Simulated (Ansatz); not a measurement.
# Charge trapping in glassy 61P2O5-28SrO-11Al2O3 (mol %) (97 atoms): runs compared

Aim: add and remove one electron in glassy 61P2O5-28SrO-11Al2O3 (mol %) (97 atoms), with atoms held and relaxed, and read trapping energy and localisation.

Computed with Ansatz 0.2.0: Kohn-Sham DFT, PBE, PAW (set soft_2), plane waves.

## 1. The cell as built

The cell holds 97 atoms: 22 P, 5 Sr, 4 Al and 66 O. Its edges and angles: a = 11.092 Å, b = 11.092 Å, c = 11.092 Å, α = 90.0°, β = 90.0°, γ = 90.0°. 97 atoms (22 P, 5 Sr, 4 Al, 66 O) placed at random at 2.77 g/cm³, melted at 4000 K for 10 ps at fixed volume with the Morse and Coulomb pair potential with partial charges (Pedone, Malavasi, Menziani, Cormack and Segre, J. Phys. Chem. B 110, 11780 (2006)). Quenched from 4000 K to 300 K at 500 K/ps and fixed volume, held 10 ps at zero pressure.

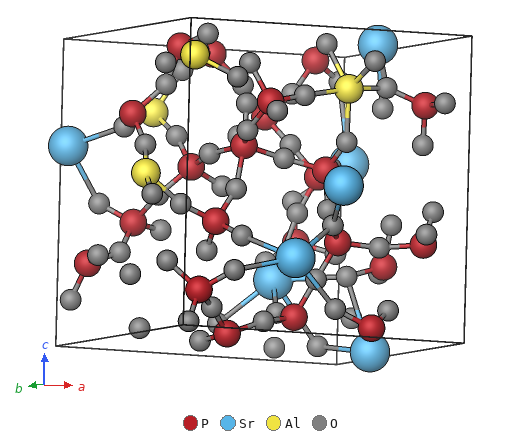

The cell as built. Bonds to atoms that aren't drawn are left out. Some periodic images of atoms are drawn too.

What the set-up can't give: The quench rate of 500 K/ps far exceeds what a furnace or splat quench reaches, so expect more defects and frozen-in strain than in a real sample. The network of bonds at the start is that of the classical potential that made the cell, and needn't be the one that DFT or experiment would give. The Brillouin zone is sampled at Γ only, in a cell whose shortest periodic width is 11 Å.

## 2. The reference run

The reference is a single point at the end of the relaxation.

The charged cells start from the geometry of this run, on a uniform background, with spin and a narrow Fermi–Dirac smearing.

Its input, with most atom lines left out:

```yaml
crystal:
  lattice:
    - [11.09234, 0.0, 0.0]
    - [0.0, 11.09234, 0.0]
    - [0.0, 0.0, 11.09234]
  atoms:
    - { symbol: P, position: [0.44162, 0.55331, 0.58636] }
    - { symbol: P, position: [0.22266, 0.95835, 0.42396] }
    - { symbol: P, position: [0.45882, 0.79996, 0.96916] }
    - { symbol: P, position: [0.09723, 0.64059, 0.71972] }
    - { symbol: P, position: [0.92287, 0.30024, 0.79473] }
    - { symbol: P, position: [0.67096, 0.45584, 0.52135] }
    - { symbol: P, position: [0.33147, 0.36017, 0.01547] }
    [... atom lines 8 to 97 left out ...]
kpoints:
  mp_grid: { grid: [1, 1, 1] }
hamiltonian:
  xc: pbe
scf:
  occupations: { method: fixed }
output:
  forces: true
  stress: true
  populations: true
  dos:
    method: { smearing: { sigma: 0.08 } }
    de: 0.1
    projected: { site_lists: { Al: [Al], O: [O], P: [P], Sr: [Sr] } }
  eigenvalues: true
  write_density: true
  write_potential: true
  volumetric_format: npy
```

```
free energy per atom   : -762.9371 eV/atom
r.m.s. force component : 0.01107 eV/Å
pressure               : 1.297 GPa
```

Filled and empty levels are parted by 3.49 eV (at Γ alone); a semilocal functional tends to put such gaps too low. In a disordered cell it changes from sample to sample, and tail or defect levels can set it.

## 3. The runs

Each row is one run, on 4 threads of Arm Neoverse V1, shared host. The free energy is the program's total, comparable only between runs with the same functional, potentials and atoms; between charge states it hangs on the program's zero of potential.

```tsv
run	atoms	outcome	ionic steps, all passes	free energy (eV)	time	host memory (GiB)
Single point at the start	97	converged	-	-73988.273	15 s	1.6
Relaxation	97	converged	31	-74004.898	5.4 min	1.6
Single point at the relaxed geometry	97	converged	-	-74004.898	26 s	1.7
An extra electron, atoms held	97	converged	-	-73997.594	80 s	2.9
An extra electron, atoms relaxed	97	converged	20	-73999.430	7.6 min	2.8
An extra electron, levels at the relaxed geometry	97	converged	-	-73999.430	67 s	2.9
Neutral at the geometry of the electron	97	cut at the time limit	-	-	3.5 min	2.0
An extra hole, atoms held	97	converged	-	-74008.301	1.8 min	2.9
An extra hole, atoms relaxed	97	converged	7	-74008.442	4.6 min	2.8
An extra hole, levels at the relaxed geometry	97	converged	-	-74008.442	2.2 min	2.9
Neutral at the geometry of the hole	97	converged	-	-74004.715	23 s	1.7
```

In some runs the program notes that the exchange-correlation potential is rough where the density is thin.

Local excerpt of 8 atoms (numbers count through the whole input) about O62, which holds the most spin of the extra electron after relaxation; x, y, z are measured from there.

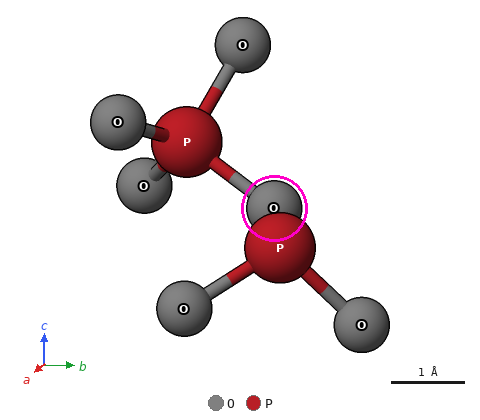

The atoms of the table, within 2.6 Å (arrows a, b, c point along x, y, z); some may hide others; the central atom is ringed.

```tsv
atom	x	y	z	distance (Å)	intrinsic-atomic-orbital charge (e)	moment (μB)
O62	0.00	0.00	0.00	0.00	-0.82	0.13
P8	-0.37	-1.34	0.79	1.60	2.17	0.00
P7	1.67	0.49	-0.18	1.75	1.68	0.13
O60	1.32	1.57	-1.29	2.42	-0.82	0.03
O58	-1.30	-0.76	2.00	2.51	-0.84	0.00
O72	-1.29	-2.16	-0.07	2.52	-0.89	0.01
O35	0.84	-2.02	1.29	2.54	-1.00	0.00
O94	2.33	-0.72	-0.96	2.62	-0.84	0.03
```

The surroundings of O87, which holds the most spin of the extra hole after relaxation, nearest first, numbered as they follow in the input and with coordinates relative to it.

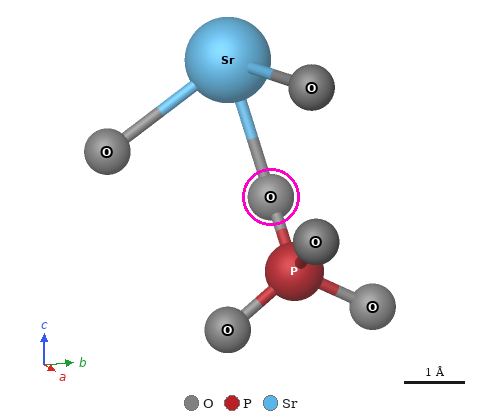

The atoms of the table, within 3.0 Å (arrows a, b, c point along x, y, z); some may hide others; the central atom is ringed.

```tsv
atom	x	y	z	distance (Å)	intrinsic-atomic-orbital charge (e)	moment (μB)
O87	0.00	0.00	0.00	0.00	-0.97	0.12
P4	1.05	0.10	-1.08	1.51	2.15	0.00
Sr25	-0.41	-0.63	2.31	2.43	1.77	0.00
O74	1.15	1.44	-1.74	2.54	-0.97	0.09
O86	1.15	-1.10	-2.00	2.56	-0.85	0.07
O52	2.58	0.02	-0.28	2.60	-0.85	0.00
O53	-0.35	-2.77	0.87	2.92	-0.98	0.09
O85	1.97	0.12	2.25	2.99	-0.95	0.00
```

## 4. Energies and spread of the extra charge

Energies are differences within one cell and functional; the shift is the gain plus the neutral cell's energy at the new geometry, that is how much cheaper the vertical process becomes there. The spread is the participation number of the site moments (1/Σw², over the spin inside atomic spheres), with the atom that holds the largest share and the spin that the spheres hold in all.

```tsv
carrier	charged less neutral, atoms held (eV)	gain on relaxing (eV)	neutral cell at that geometry, less the reference (eV)	shift of the vertical energy (eV)	spread, atoms held	spread, relaxed
electron	7.304	1.837	-	-	36; O62 6 % of 0.36 μB	5; O62 27 % of 0.49 μB
hole	-3.403	0.141	0.183	0.325	14; O87 10 % of 0.74 μB	11; O87 15 % of 0.74 μB
```

## 5. What came out

The extra electron gains 1.8 eV as the atoms relax, and its spin goes from about 36 to 5 atoms: the atoms trap it, with the largest share on O62. The O62–P7 distance goes from 1.56 to 1.75 Å. With the atoms held, the spheres hold only 0.36 of the 0.98 μB, so the spread is read from a small part of the spin. The extra hole gains 0.14 eV as the atoms relax, and its spin goes from about 14 to 11 atoms. The hole is shared among 2 partly filled levels, as near-degenerate levels under the smearing give, and as self-interaction favours. Adding the two vertical energies gives 3.90 eV, against a gap of 3.49 eV in the neutral cell. The zero of the potential cancels in this sum; the excess isn't taken apart here: charging of a small cell, filling of bands on a coarse mesh and the attraction to the background can all enter.

Caveats: Single energies of charged cells hang on the program's zero of potential. In the spin-polarised runs the search for a state of lower energy was switched off. No distortion was seeded, so a trapped state behind a barrier can't be found. Local and semilocal functionals favour spread-out charges, so trapping can be missed. Charged cells carry a uniform background, with no correction for images.

The DFT runs together took 29 min of wall time.

[Logs are printed without paths, hosts, clocks, repeated set-up lines and the standing remarks that a program may print on its own settings, such as how far it seeks lower states.]

[Hosts, paths, dates, database ids (printed as entryN), source tags and the programs' standing remarks are cut or masked in the printed files.]
